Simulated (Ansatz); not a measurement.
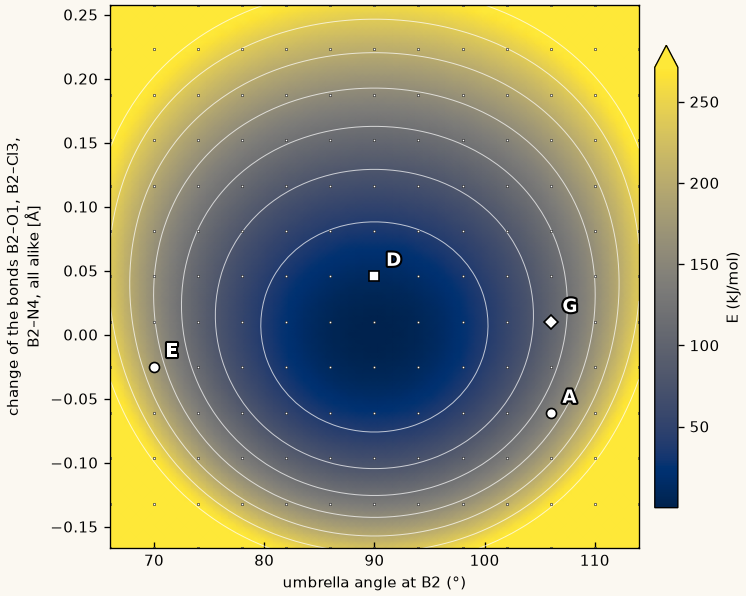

BClGeH5NO, SMILES OB(Cl)[NH][GeH3]. Coordinates scanned: (1) umbrella angle at B2 (between each of its bonds and their common axis; 90 is planar); (2) change of the bonds B2–O1, B2–Cl3, B2–N4, all alike. Nothing is relaxed (all other coordinates rigid). Grid: 13 × 13 points. Points are written as (first, second). All energies are given in kJ/mol relative to the relaxed molecule at the same level. The calculation used RKS PBE0-D4/def2-SVP (Ansatz).

The picture shows a smooth colour map with a few white contour lines, dots at the grid points, one colour for all values above the top of the scale, lettered points. Between grid points the surface is interpolated.

Q: Rank the lettered points by energy, lowest first.

A: D (12 kJ/mol), G (100 kJ/mol), A (142 kJ/mol), E (179 kJ/mol).

Q: What kind of point is each of A, D, E, G: minimum, saddle, maximum or slope?

A: A: on a slope; D: on a slope; E: on a slope; G: on a slope. (In these two coordinates alone; a stationary point may lie a little off the grid point.)
